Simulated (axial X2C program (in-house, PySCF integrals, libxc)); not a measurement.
Relativistic diatomic calculation for CsH

- system: CsH, single determinant with Ω = 0.
- method: PBE0, two-component X2C with atomic mean-field Coulomb and Gaunt terms, Cs dyall-v3z, H dyall-v3z (cores contracted) (axial X2C program (in-house, PySCF integrals, libxc))

## What the run reported

| quantity | value |
| --- | --- |
| outcome | converged |
| bond length rₑ | 2.477 Å |
| ωₑ | 898.0 cm⁻¹ |
| energy at the minimum | −7783.18204 hartree |
| depth below the fragments | 1.77 eV |
| hardware | 1 thread of Arm Neoverse N1, 98 GiB of memory available, shared host |
| wall time | 5.1 s |
| peak memory | 0.29 GiB |

## What is odd here

One thing in this input was made odd on purpose: few iterations (maxit = 5.0). The program ran to the end. Its numbers are those of the input as typed; this run alone doesn't show how far the oddity moves them.

## Input file
```
{"zs": [55, 1], "q": 0, "bas": ["dyall-v3z", "dyall-v3z"], "levels": ["PBE0", "HF", "PBEsol", "BLYP"], "cc": false, "r0": 2.64, "npts": 10, "nst": 2, "ntry": 6, "opt": {"maxit": 5}}
```

The line is the task of a batch: nuclear charges, charge, bases, the levels to run, a first guess of the distance and further settings. This report covers PBE0 with spin-orbit coupling. The log is that of the reference distance 2.479 Å, started from orbitals converged before.

Launched within a batch (the task file carries these settings):
```bash
python <driver script> task.json out
```

## The program's output
```
two-component X2C + atomic mean field  PBE0
basis functions 136  fitting functions 691  grid points 5071
iter        total energy     max residual
   1      -7783.182043296     7.31e-05
   2      -7783.182043298     5.70e-06
converged
one-electron -10659.57959585  Coulomb 3063.97813561  exact exchange -47.90949869  xc functional -146.47577103  nuclear repulsion 11.74051900  atomic mean-field constant -4.93583234
```

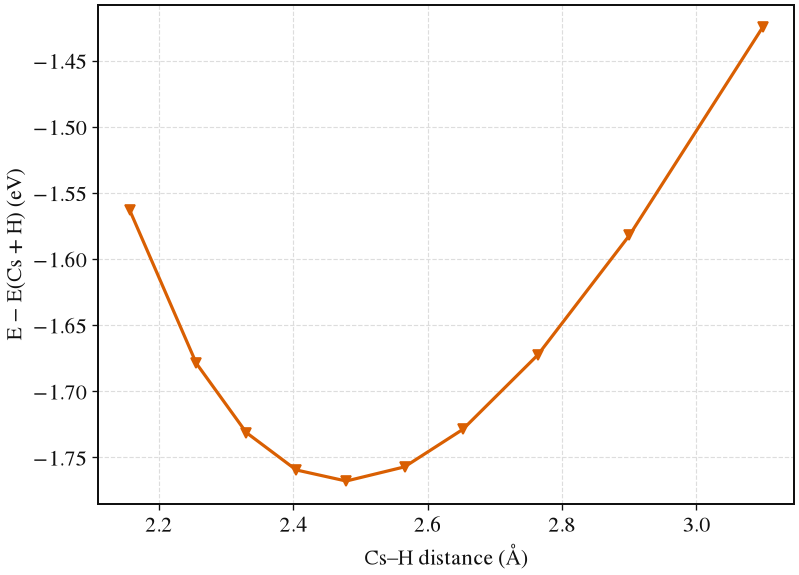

Figure 1. Energy at 10 bond lengths, for one set of occupations held fixed; the line joins the points. A polynomial of degree 6 through 9 points gives rₑ = 2.477 Å, ωₑ = 898.0 cm⁻¹, ωₑxₑ = 12 cm⁻¹ and Bₑ = 2.746 cm⁻¹. The minimum lies 1.77 eV below Cs + H, each computed as one determinant at the same level.
